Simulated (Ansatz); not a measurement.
# SnH4BrClO: geometry relaxation

The run: geometry relaxation of SnH4BrClO. Method and program: RKS PBE0/def2-SVP (Ansatz 0.2.0).

It belongs to a series of runs on one base structure; here: end point B relaxed. Figures and captions count atoms from 1; the log counts them from 0 in places.

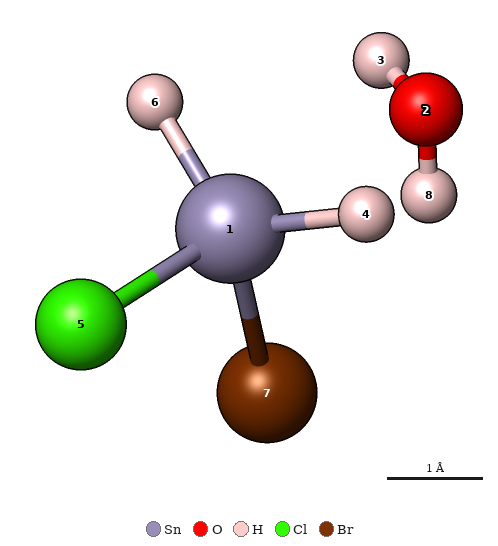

The input geometry (ball-and-stick view, seen at a tilt; atoms are numbered from 1 in the order of the input). Sticks mark near contacts. Bond lengths as drawn: Br–Sn 2.57 Å, Cl–Sn 2.35 Å, H–O 0.96 to 0.98 Å and H–Sn 1.70 Å.

## Key numbers

- outcome: converged
- total energy: −90486.5172 eV
- mean-field energy: −90486.5172 eV
- largest force (length of the vector) at the end: 0.007 eV/Å
- hardware: 4 threads of Arm Neoverse V1, 24 GiB of memory available, shared host
- wall time: 22 s (CPU time 81 s)
- peak memory: 0.3 GiB

## Input file
```yaml
crystal:
  periodic: [false, false, false]
  atoms:
    - { symbol: Sn, position_ang: [-0.103347, 0.627541, -0.384538] }
    - { symbol: O, position_ang: [0.475486, -0.449318, 2.520678] }
    - { symbol: H, position_ang: [-0.351793, -0.525188, 3.009986] }
    - { symbol: H, position_ang: [1.321263, -0.278468, -0.550122] }
    - { symbol: Cl, position_ang: [-0.561059, 1.53811, -2.504067] }
    - { symbol: H, position_ang: [-1.566066, -0.053205, 0.146783] }
    - { symbol: Br, position_ang: [0.397953, 2.665829, 1.098132] }
    - { symbol: H, position_ang: [0.768263, 0.470298, 2.711647] }
basis:
  gaussian: { orbitals: def2-SVP }
hamiltonian:
  xc: pbe0
relax:
  f_tol: 0.03
  max_steps: 50
```

Run as:
```bash
ansatz run input.yaml --threads 4 --pin off --max-ram 5120MiB --backend cpu --events-out ev --progress --plain --runs-dir out
```

## Output
```
The last accepted step is kept in [file] (removed where the run ends without a failure and the disk answers)
Engine: ansatz 0.2.0, aarch64-unknown-linux-gnu
Functional definition: PBE0
  parameter a = 0.25
  parameter kappa = 0.804
  parameter beta = 0.06672455060314922
  exchange = (1 - a)*pbe_x(kappa = kappa, mu = beta*pi^2/3) + a*exact_x
  correlation = pbe_c(beta = beta)
1225 factors; integrals over basis functions are off by at most 3.1e-4 eV
mean field evaluation 1: about -90482.6719 eV, gradient 4.5e1 eV
mean field evaluation 2: about -90478.2647 eV, gradient 6.6e1 eV
mean field evaluation 4: about -90486.3863 eV, gradient 1.8e0 eV
mean field evaluation 8: about -90486.4152 eV, gradient 6.0e-2 eV
mean field -90486.41516075 eV, -3325.3144232623 hartree, gradient 3.6e-5 eV, S^2 0.000000; 0 other end points of the search recorded, 0 dependent functions left out
the calculation of the forces begins
reference -90486.41518956 eV, -3325.3144243211 hartree; 43, 43 occupied and 67, 67 virtual orbitals, 1225 factors
relax step   1: F+E_penalty+E_count = -90486.41516075 eV  Δ(F+E_penalty+E_count) = +0.000e0 eV  max|allowed force component| = 8.216e-1 eV/Å  Δτ_max = 0.0000 Å  (26 SCF iters, accepted)
these checks for a lower state are left out or cut short: starts, cluster_reference, orbital_swaps, neighbouring_geometries, increment
1225 factors; integrals over basis functions are off by at most 3.1e-4 eV
mean field evaluation 16: about -90486.1233 eV, gradient 1.2e1 eV
mean field -90486.45175385 eV, -3325.3157680340 hartree, gradient 9.4e-6 eV, S^2 0.000000; 0 other end points of the search recorded, 0 dependent functions left out
the calculation of the forces begins
reference -90486.45178263 eV, -3325.3157690918 hartree; 43, 43 occupied and 67, 67 virtual orbitals, 1225 factors
relax step   2: F+E_penalty+E_count = -90486.45175385 eV  Δ(F+E_penalty+E_count) = -3.659e-2 eV  max|allowed force component| = 1.082e0 eV/Å  Δτ_max = 0.1957 Å  (29 SCF iters, accepted)
these checks for a lower state are left out or cut short: starts, cluster_reference, orbital_swaps, neighbouring_geometries, increment
1225 factors; integrals over basis functions are off by at most 3.1e-4 eV
mean field -90486.46306074 eV, -3325.3161835548 hartree, gradient 8.3e-6 eV, S^2 0.000000; 0 other end points of the search recorded, 0 dependent functions left out
the calculation of the forces begins
reference -90486.46308923 eV, -3325.3161846015 hartree; 43, 43 occupied and 67, 67 virtual orbitals, 1225 factors
relax step   3: F+E_penalty+E_count = -90486.46306074 eV  Δ(F+E_penalty+E_count) = -1.131e-2 eV  max|allowed force component| = 1.091e0 eV/Å  Δτ_max = 0.1920 Å  (28 SCF iters, accepted)
these checks for a lower state are left out or cut short: starts, cluster_reference, orbital_swaps, neighbouring_geometries, increment
1225 factors; integrals over basis functions are off by at most 3.1e-4 eV
mean field evaluation 32: about -90486.4945 eV, gradient 1.3e-1 eV
mean field -90486.49461486 eV, -3325.3173431472 hartree, gradient 2.3e-5 eV, S^2 0.000000; 0 other end points of the search recorded, 0 dependent functions left out
the calculation of the forces begins
reference -90486.49464335 eV, -3325.3173441942 hartree; 43, 43 occupied and 67, 67 virtual orbitals, 1225 factors
relax step   4: F+E_penalty+E_count = -90486.49461486 eV  Δ(F+E_penalty+E_count) = -3.155e-2 eV  max|allowed force component| = 6.385e-1 eV/Å  Δτ_max = 0.0746 Å  (29 SCF iters, accepted)
these checks for a lower state are left out or cut short: starts, cluster_reference, orbital_swaps, neighbouring_geometries, increment
1225 factors; integrals over basis functions are off by at most 3.0e-4 eV
mean field -90486.50591283 eV, -3325.3177583399 hartree, gradient 5.8e-6 eV, S^2 0.000000; 0 other end points of the search recorded, 0 dependent functions left out
the calculation of the forces begins
reference -90486.50594136 eV, -3325.3177593885 hartree; 43, 43 occupied and 67, 67 virtual orbitals, 1225 factors
relax step   5: F+E_penalty+E_count = -90486.50591283 eV  Δ(F+E_penalty+E_count) = -1.130e-2 eV  max|allowed force component| = 2.674e-1 eV/Å  Δτ_max = 0.0812 Å  (29 SCF iters, accepted)
these checks for a lower state are left out or cut short: starts, cluster_reference, orbital_swaps, neighbouring_geometries, increment
1225 factors; integrals over basis functions are off by at most 3.0e-4 eV
mean field -90486.50421685 eV, -3325.3176960139 hartree, gradient 2.5e-5 eV, S^2 0.000000; 0 other end points of the search recorded, 0 dependent functions left out
the calculation of the forces begins
reference -90486.50424522 eV, -3325.3176970562 hartree; 43, 43 occupied and 67, 67 virtual orbitals, 1225 factors
relax step   6: F+E_penalty+E_count = -90486.50421685 eV  Δ(F+E_penalty+E_count) = +1.696e-3 eV  max|allowed force component| = 3.155e-1 eV/Å  Δτ_max = 0.1298 Å  (29 SCF iters, rejected (line search))
these checks for a lower state are left out or cut short: starts, cluster_reference, orbital_swaps, neighbouring_geometries, increment
1225 factors; integrals over basis functions are off by at most 3.1e-4 eV
mean field -90486.51684184 eV, -3325.3181599735 hartree, gradient 2.4e-5 eV, S^2 0.000000; 0 other end points of the search recorded, 0 dependent functions left out
the calculation of the forces begins
reference -90486.51687026 eV, -3325.3181610180 hartree; 43, 43 occupied and 67, 67 virtual orbitals, 1225 factors
relax step   7: F+E_penalty+E_count = -90486.51684184 eV  Δ(F+E_penalty+E_count) = -1.093e-2 eV  max|allowed force component| = 3.057e-2 eV/Å  Δτ_max = 0.0610 Å  (29 SCF iters, accepted)
these checks for a lower state are left out or cut short: starts, cluster_reference, orbital_swaps, neighbouring_geometries, increment
1225 factors; integrals over basis functions are off by at most 3.1e-4 eV
mean field evaluation 64: about -90486.5171 eV, gradient 2.4e-5 eV
mean field -90486.51706898 eV, -3325.3181683207 hartree, gradient 2.4e-5 eV, S^2 0.000000; 0 other end points of the search recorded, 0 dependent functions left out
the calculation of the forces begins
reference -90486.51709740 eV, -3325.3181693653 hartree; 43, 43 occupied and 67, 67 virtual orbitals, 1225 factors
relax step   8: F+E_penalty+E_count = -90486.51706898 eV  Δ(F+E_penalty+E_count) = -2.271e-4 eV  max|allowed force component| = 3.809e-2 eV/Å  Δτ_max = 0.0131 Å  (30 SCF iters, accepted)
these checks for a lower state are left out or cut short: starts, cluster_reference, orbital_swaps, neighbouring_geometries, increment
1225 factors; integrals over basis functions are off by at most 3.1e-4 eV
mean field -90486.51719477 eV, -3325.3181729436 hartree, gradient 1.3e-5 eV, S^2 0.000000; 0 other end points of the search recorded, 0 dependent functions left out
the calculation of the forces begins
reference -90486.51722320 eV, -3325.3181739882 hartree; 43, 43 occupied and 67, 67 virtual orbitals, 1225 factors
relax step   9: F+E_penalty+E_count = -90486.51719477 eV  Δ(F+E_penalty+E_count) = -1.258e-4 eV  max|allowed force component| = 5.319e-3 eV/Å  Δτ_max = 0.0069 Å  (23 SCF iters, accepted)
```

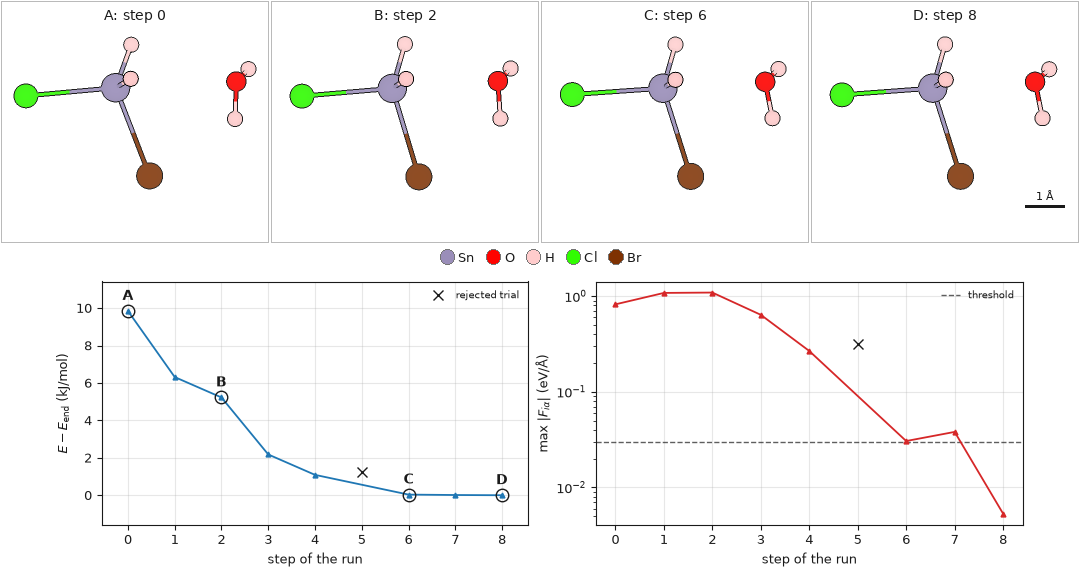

Frames of the relaxation (ball-and-stick view, seen on its broad side) above the curves, on which the letters mark them (the first geometry is step 0 here and step 1 in the log).

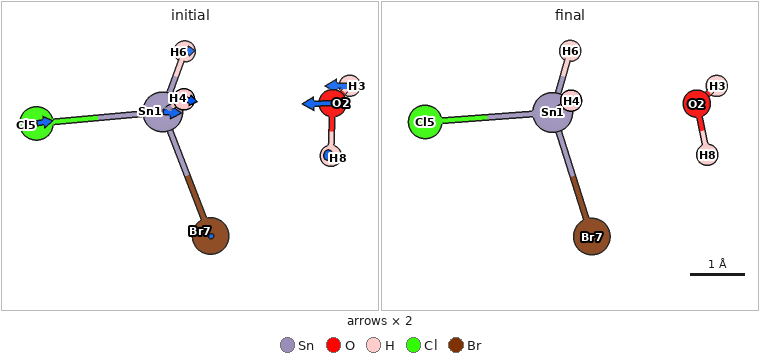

Before (left) and after (right) the relaxation, at one scale (ball-and-stick view, seen on its broad side). The blue arrows give the displacements, magnified 2 times. After 8 geometry steps the energy has fallen by 9.84 kJ/mol. The largest force component goes from 0.82 to 0.0053 eV/Å. The line search rejected the trial step at point 5 (counted from 0) and went back. The atom that moves furthest after the best rigid fit is O2 (0.29 Å). By element the largest moves are O 0.29 Å, H 0.24 Å, Sn 0.19 Å, Cl 0.16 Å, Br 0.04 Å. Distances before and after: Sn1–Br7 2.570 → 2.520 Å, Sn1–Cl5 2.352 → 2.371 Å, O2–H8 0.984 → 0.968 Å. Among the angles that change: Cl5–Sn1–H6 105.6° → 102.7°, H4–Sn1–Cl5 106.4° → 103.6°, Cl5–Sn1–Br7 104.5° → 102.2°. (Atoms are counted from 1 in the order of the input.)

```
1225 factors; integrals over basis functions are off by at most 3.1e-4 eV
mean field -90486.51719477 eV, -3325.3181729436 hartree, gradient 1.3e-5 eV, S^2 0.000000; 1 other end points of the search recorded, 0 dependent functions left out
the calculation of the forces begins
reference -90486.51722320 eV, -3325.3181739882 hartree; 43, 43 occupied and 67, 67 virtual orbitals, 1225 factors
Total energy: -90486.51722320 eV, -3325.3181739882 hartree
Atom 0 at    -0.085550     0.592119    -0.202097 Å, force     0.000029    -0.005319    -0.004227 eV/Å
Atom 1 at     0.410540    -0.351991     2.250769 Å, force     0.004243     0.003613    -0.001162 eV/Å
Atom 2 at    -0.387974    -0.454967     2.783168 Å, force     0.000025     0.000910     0.000558 eV/Å
Atom 3 at     1.345829    -0.291640    -0.418815 Å, force    -0.002640     0.000598     0.001834 eV/Å
Atom 4 at    -0.535582     1.463333    -2.360567 Å, force     0.000689     0.001513     0.004014 eV/Å
Atom 5 at    -1.580806    -0.079201     0.250045 Å, force    -0.000202     0.000472    -0.001777 eV/Å
Atom 6 at     0.379360     2.679894     1.129789 Å, force    -0.000323     0.001530    -0.001062 eV/Å
Atom 7 at     0.834883     0.438052     2.616206 Å, force    -0.001821    -0.003316     0.001822 eV/Å
Dipole moment:    -0.061955    -0.530445     0.796893 e Å
```

## Trajectory as extended XYZ (Å, eV, eV/Å), 9 frames, from step=1 to step=9
```
8
Properties=species:S:1:pos:R:3:forces:R:3 step=1 energy=-90486.41516
Sn   -0.1033    0.6275   -0.3845    0.1499   0.3679   0.5685
O     0.4755   -0.4493    2.5207    0.2168   0.8216  -0.0911
H    -0.3518   -0.5252    3.0100   -0.0061   0.0195   0.0103
H     1.3213   -0.2785   -0.5501   -0.0020   0.0087   0.0111
Cl   -0.5611    1.5381   -2.5041    0.0009   0.0095  -0.0169
H    -1.5661   -0.0532    0.1468   -0.0020   0.0010  -0.0046
Br    0.3980    2.6658    1.0981   -0.1121  -0.4884  -0.3285
H     0.7683    0.4703    2.7116   -0.2454  -0.7398  -0.1489
8
Properties=species:S:1:pos:R:3:forces:R:3 step=2 energy=-90486.45175
Sn   -0.0893    0.6230   -0.3093   -0.1025  -0.4107   0.0114
O     0.4073   -0.3740    2.3534   -0.2995   0.8575   1.0817
H    -0.3264   -0.5239    2.9909    0.5481  -0.0325  -0.7104
H     1.3315   -0.2798   -0.5117    0.0078  -0.0218   0.0174
Cl   -0.5457    1.5239   -2.4420   -0.0004   0.0252  -0.0541
H    -1.5661   -0.0588    0.1777   -0.0126  -0.0173  -0.0233
Br    0.3906    2.6111    1.0872    0.0957   0.4437   0.2151
H     0.7788    0.4741    2.7023   -0.2365  -0.8442  -0.5377
8
Properties=species:S:1:pos:R:3:forces:R:3 step=3 energy=-90486.46306
Sn   -0.0912    0.6038   -0.2089    0.0886  -0.1704  -0.1042
O     0.4682   -0.4114    2.2980   -1.0618   1.0403   0.9792
H    -0.3806   -0.4879    2.8103    1.0913  -0.0877  -0.7186
H     1.3279   -0.3042   -0.4112   -0.0037   0.0294  -0.0139
Cl   -0.5321    1.4987   -2.3528   -0.0216  -0.0125  -0.0520
H    -1.5760   -0.0864    0.2416   -0.0384   0.0320   0.0480
Br    0.3989    2.6959    1.0859   -0.0022  -0.0105   0.1502
H     0.7656    0.4870    2.5857   -0.0522  -0.8207  -0.2887
8
Properties=species:S:1:pos:R:3:forces:R:3 step=4 energy=-90486.49462
Sn   -0.0917    0.5923   -0.2460    0.1382   0.0155   0.2256
O     0.4674   -0.3736    2.3138   -0.4193   0.6385   0.4573
H    -0.3938   -0.4608    2.7664    0.4965  -0.0395  -0.2463
H     1.3315   -0.3083   -0.4434   -0.0072   0.0095  -0.0345
Cl   -0.5488    1.4904   -2.3815   -0.0136   0.0109  -0.0294
H    -1.5708   -0.0836    0.2459   -0.0267   0.0008  -0.0062
Br    0.3979    2.6472    1.1424   -0.0370  -0.0377  -0.0729
H     0.7889    0.4919    2.6510   -0.1309  -0.5978  -0.2937
8
Properties=species:S:1:pos:R:3:forces:R:3 step=5 energy=-90486.50591
Sn   -0.0731    0.5809   -0.2337   -0.0950   0.1212   0.2350
O     0.4282   -0.3660    2.2859   -0.2674  -0.0749   0.0327
H    -0.4079   -0.4656    2.7673    0.2296   0.0256  -0.1094
H     1.3765   -0.2768   -0.4484   -0.0751  -0.0251   0.0094
Cl   -0.5580    1.4610   -2.3750    0.0037  -0.0226  -0.0517
H    -1.5835   -0.0395    0.2752    0.1632  -0.0371  -0.0817
Br    0.3726    2.6774    1.1009    0.0201  -0.0486  -0.0216
H     0.8258    0.4241    2.6762    0.0208   0.0616  -0.0128
8
Properties=species:S:1:pos:R:3:forces:R:3 step=6 energy=-90486.50422 accepted=F
Sn   -0.0698    0.5784   -0.1823   -0.0769  -0.0287   0.0774
O     0.4007   -0.3332    2.1956   -0.0379   0.0297   0.3155
H    -0.4024   -0.4447    2.7260    0.1308  -0.0003  -0.1028
H     1.3628   -0.3025   -0.3999    0.0021   0.0100  -0.0511
Cl   -0.5442    1.4456   -2.3334   -0.0013   0.0334  -0.0419
H    -1.5623   -0.0789    0.3085   -0.0051   0.0072  -0.1088
Br    0.3913    2.6578    1.1762    0.0127   0.0651  -0.0632
H     0.8048    0.4732    2.5579   -0.0243  -0.1163  -0.0251
8
Properties=species:S:1:pos:R:3:forces:R:3 step=7 energy=-90486.51684
Sn   -0.0815    0.5913   -0.1976    0.0012  -0.0077  -0.0083
O     0.4145   -0.3544    2.2520    0.0068   0.0306  -0.0022
H    -0.3965   -0.4526    2.7662    0.0056  -0.0017   0.0107
H     1.3490   -0.2895   -0.4272    0.0037  -0.0056   0.0155
Cl   -0.5397    1.4556   -2.3559   -0.0057   0.0164  -0.0120
H    -1.5764   -0.0766    0.2595   -0.0035  -0.0060   0.0010
Br    0.3831    2.6800    1.1336    0.0013  -0.0014  -0.0023
H     0.8281    0.4418    2.6179   -0.0093  -0.0245  -0.0024
8
Properties=species:S:1:pos:R:3:forces:R:3 step=8 energy=-90486.51707
Sn   -0.0837    0.5877   -0.2009   -0.0036   0.0381  -0.0272
O     0.4120   -0.3493    2.2506   -0.0109  -0.0035   0.0077
H    -0.3901   -0.4537    2.7776    0.0043  -0.0046  -0.0023
H     1.3486   -0.2930   -0.4193   -0.0005  -0.0055  -0.0040
Cl   -0.5411    1.4662   -2.3577    0.0121  -0.0150   0.0315
H    -1.5801   -0.0815    0.2489   -0.0031  -0.0071   0.0053
Br    0.3842    2.6767    1.1307   -0.0042  -0.0046  -0.0072
H     0.8308    0.4424    2.6187    0.0058   0.0023  -0.0039
8
Properties=species:S:1:pos:R:3:forces:R:3 step=9 energy=-90486.51719
Sn   -0.0856    0.5921   -0.2021    0.0000  -0.0053  -0.0042
O     0.4105   -0.3520    2.2508    0.0042   0.0036  -0.0012
H    -0.3880   -0.4550    2.7832    0.0000   0.0009   0.0006
H     1.3458   -0.2916   -0.4188   -0.0026   0.0006   0.0018
Cl   -0.5356    1.4633   -2.3606    0.0007   0.0015   0.0040
H    -1.5808   -0.0792    0.2500   -0.0002   0.0005  -0.0018
Br    0.3794    2.6799    1.1298   -0.0003   0.0015  -0.0011
H     0.8349    0.4381    2.6162   -0.0018  -0.0033   0.0018
```
